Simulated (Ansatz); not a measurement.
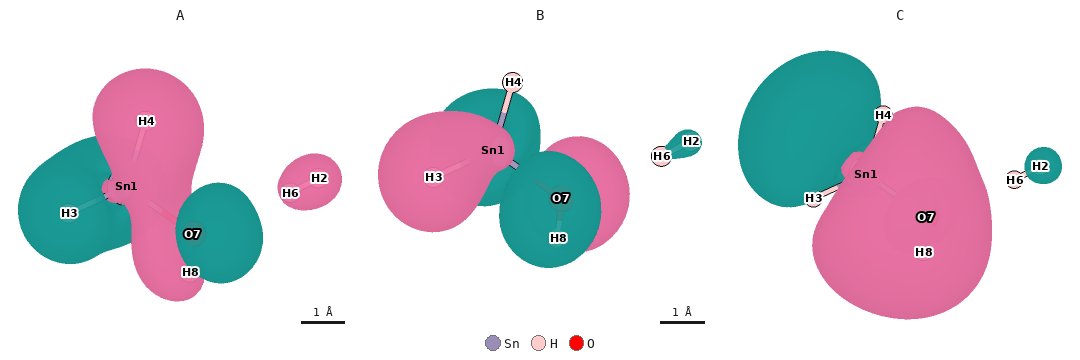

Figure 1: H₄OSn···H₂. Three frontier orbitals at ±0.05 Å⁻³ᐟ² (teal and pink are the two phases), in no order.

The product side of a reaction path; geometry: PBE0-D4/def2-TZVP; core potentials replace the inner electrons of Sn.

All numbers below come from Ansatz, RKS PBE0-D4/def2-TZVPP.

```xyz
8

Sn   -0.5781   -0.1758   -1.1796
H     0.3405    0.7617    3.1771
H    -0.4402   -1.4879   -2.2654
H    -2.0085   -0.2243   -0.2662
H    -0.3551    1.3131   -1.9879
H     0.4933    0.4789    2.5005
O     0.8294   -0.3558    0.1894
H     1.7186   -0.3097   -0.1678
```

Q: Which picture is the HOMO−1, the HOMO and the LUMO?

A: A is the HOMO−1 (−9.03 eV). Its weight (Hirshfeld) is mainly on O7 (about 40 %), Sn1 (about 25 %), H4 (about 10 %), H5 (about 10 %) and H3 (about 10 %). B is the HOMO (−8.29 eV). Its weight (Hirshfeld) is mainly on O7 (about 60 %), Sn1 (about 15 %), H3 (about 10 %) and H5 (about 10 %). C is the LUMO (−0.59 eV). Its weight (Hirshfeld) is mainly on Sn1 (about 60 %), O7 (about 15 %) and H8 (about 10 %).

Q: What is the HOMO–LUMO gap?

A: 7.70 eV between the orbital energies.
